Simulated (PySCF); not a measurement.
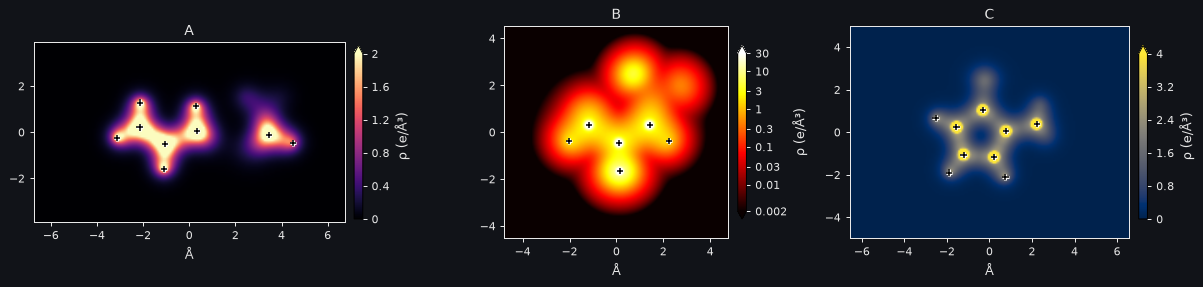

The total electron density of 3 systems, each on a plane through atoms (crosses mark nuclei in the plane).

Method: PBE0/pcSseg-1, SCF density, gas phase, non-relativistic (PySCF).

System 1: C8H12Si, the plane of atoms C7, C6 and H17. Geometry: GFN2-xTB.

```yaml
atoms:
  - { symbol: Si, position_ang: [2.6672, -0.0166, -0.7173] }
  - { symbol: C, position_ang: [1.3284, 1.0170, 0.1776] }
  - { symbol: C, position_ang: [0.2249, 0.1554, 0.6651] }
  - { symbol: C, position_ang: [0.2002, -0.5931, 1.7893] }
  - { symbol: C, position_ang: [-1.0401, -1.3251, 1.8606] }
  - { symbol: C, position_ang: [-1.7865, -1.0358, 0.7815] }
  - { symbol: C, position_ang: [-1.0504, -0.0701, -0.0515] }
  - { symbol: C, position_ang: [-1.1717, -0.0541, -1.5617] }
  - { symbol: C, position_ang: [-1.7863, 1.0420, -0.7775] }
  - { symbol: H, position_ang: [3.1590, -1.0512, 0.1890] }
  - { symbol: H, position_ang: [2.1067, -0.6386, -1.9191] }
  - { symbol: H, position_ang: [3.7571, 0.8822, -1.1071] }
  - { symbol: H, position_ang: [1.7955, 1.5228, 1.0247] }
  - { symbol: H, position_ang: [0.9478, 1.7905, -0.4907] }
  - { symbol: H, position_ang: [0.9759, -0.6452, 2.5328] }
  - { symbol: H, position_ang: [-1.2994, -1.9917, 2.6637] }
  - { symbol: H, position_ang: [-2.7620, -1.4090, 0.5309] }
  - { symbol: H, position_ang: [-1.8154, -0.7973, -2.0072] }
  - { symbol: H, position_ang: [-0.2754, 0.1509, -2.1261] }
  - { symbol: H, position_ang: [-2.8599, 1.0659, -0.6697] }
  - { symbol: H, position_ang: [-1.3245, 2.0180, -0.7876] }
```

System 2: C4H5F3O (SMILES CC(=O)CC(F)(F)F), the plane of atoms C1, C2 and O3. Geometry: PBE0-D3(BJ)/def2-SVP.

```xyz
13

C     1.4624    0.4019    0.7406
C     0.8244   -0.7757    0.0576
O     1.2856   -1.8869    0.1193
C    -0.4294   -0.5401   -0.7817
C    -1.4795    0.3610   -0.1862
F    -1.8044   -0.0180    1.0546
F    -2.5945    0.3439   -0.9185
F    -1.0702    1.6350   -0.1174
H     0.8090    0.7617    1.5509
H     1.5950    1.2440    0.0452
H     2.4268    0.0921    1.1608
H    -0.8807   -1.5203   -0.9831
H    -0.1287   -0.1007   -1.7467
```

System 3: C8H12, the plane of atoms C2, C1 and H10. Geometry: GFN2-xTB, NEB image 0 of 0 to 8.

```tsv
atom	x (Å)	y (Å)	z (Å)
C	3.1305	0.6844	-0.2742
C	2.0105	0.2219	-0.7969
C	0.6509	0.4143	-0.2005
C	-0.0459	-0.9014	0.0652
C	0.6569	-1.9838	0.3963
C	-1.4960	-1.0046	-0.0876
C	-2.4405	-0.0766	0.0602
C	-2.2976	1.3504	0.4777
H	4.0884	0.5309	-0.7418
H	3.1382	1.2419	0.6486
H	2.0285	-0.3402	-1.7218
H	0.7452	0.9778	0.7318
H	0.0443	1.0002	-0.8954
H	1.7264	-1.9513	0.5150
H	0.1802	-2.9313	0.5843
H	-1.8277	-2.0059	-0.3381
H	-3.4653	-0.3787	-0.1220
H	-3.1501	1.6366	1.0918
H	-2.2924	2.0043	-0.3961
H	-1.3895	1.5218	1.0459
```

Match each panel to its system.

Answer. Panel A is system 3, C8H12: the plane holds C and H. C–C (1.32 Å): ρ at the midpoint is about 2.3 e/Å³. Panel B is system 2, C4H5F3O: the plane holds C, O and H. C–O (1.20 Å): ρ at the midpoint is about 3.3 e/Å³. Panel C is system 1, C8H12Si: the plane holds C and H. C–C (1.34 Å): the density is about 2.3 e/Å³ at the midpoint.
